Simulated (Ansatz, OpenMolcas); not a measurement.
Si2H4OF2: a line through the functionals

Si2H4OF2 has 9 atoms, charge 0, and is taken as a singlet. SMILES: `O[SiH](F)[SiH2]F`. The coordinates come from a PBE0-D4/def2-TZVP relaxation. This is one conformer, not always the lowest.

The vertical ionisation energy (to the doublet cation) y, in eV, basis def2-SVP; a is the functional's share of exact exchange. Programs: Ansatz 0.2.0, OpenMolcas 26.06.

| functional | program | a | y (eV) |
| --- | --- | --- | --- |
| TPSS | OpenMolcas | 0 | 9.99 |
| revPBE | Ansatz | 0 | 9.82 |
| B3LYP | Ansatz | 0.2 | 10.30 |
| PBE0 | Ansatz | 0.25 | 10.34 |
| r2SCAN0 | Ansatz | 0.25 | ? |
| BHLYP | Ansatz | 0.5 | 10.65 |

Q: Fit y = c + s·a to the known rows and predict r2SCAN0.

A: 
1. Means of the 5 rows: a = 0.1900, y = 10.220.
2. Σ(Δa)² = 0.172, Σ(Δa·Δy) = 0.261, so the slope is 0.261/0.172 = 1.5174.
3. Intercept: 10.220 − (1.5174) × 0.1900 = 9.932. The largest residual of the fit is 0.11.
4. r2SCAN0: 9.932 + (1.5174) × 0.25 = 10.31 eV.

The run gave 10.49 eV, so the prediction is off by -0.18 eV, more than the largest residual. The rows mix families of semi-local functionals, which the line can't see.

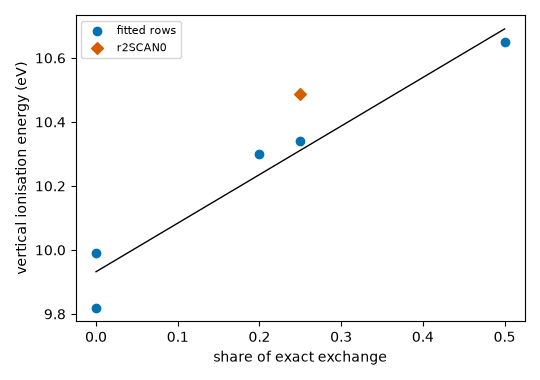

The fitted line, with the withheld row.
